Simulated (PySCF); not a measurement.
The calculation's input:

```
{"job": {"kind": "nmr", "xc": "PBE0", "basis": "pcSseg-1"}, "charge": 0, "multiplicity": 1}
C     -2.729757    -1.152043    -0.475370
C     -1.371265    -1.417445    -0.448200
C     -0.482133    -0.392394    -0.133989
Si     1.365523    -0.697266    -0.089513
C      2.521975     0.755541    -0.422927
C      2.421550     0.365985     1.055800
C     -1.034564     0.858108     0.138500
C     -2.407955     1.017991     0.082700
N     -3.244984     0.038158    -0.217304
H     -3.446170    -1.927883    -0.715238
H     -1.006289    -2.409785    -0.668375
H      1.789886    -2.048304    -0.420169
H      3.478703     0.576176    -0.890736
H      2.126262     1.725289    -0.690624
H      3.317061    -0.049679     1.493399
H      1.961883     1.092729     1.710676
H     -0.400698     1.694634     0.391049
H     -2.867789     1.976505     0.288664
```

Launched as:

```sh
OMP_NUM_THREADS=1 python probes_run.py task.json out
```

Geometry: GFN2-xTB.

Theory: PBE0/pcSseg-1, SCF density, gas phase, non-relativistic (PySCF).

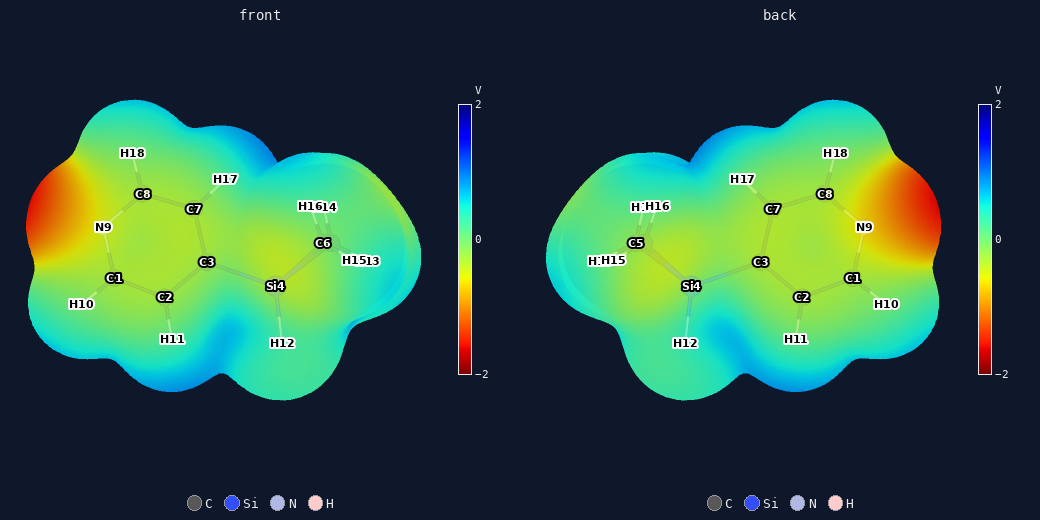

C7H9NSi. The electrostatic potential painted on the density surface at 0.001 e/bohr³, seen from the front and from behind; the colour scale runs from red (negative) to blue (positive).

Question: Which sites attract a positive test charge, and which a negative one?

Answer: A positive charge is drawn to the negative regions and a negative charge to the positive ones. The most negative region (about −1.6 V, or −37 kcal/mol for a unit charge) lies over N9, the most positive (about +0.9 V, or +21 kcal/mol for a unit charge) over H11 and H17. N9 is the likeliest acceptor of a hydrogen bond.
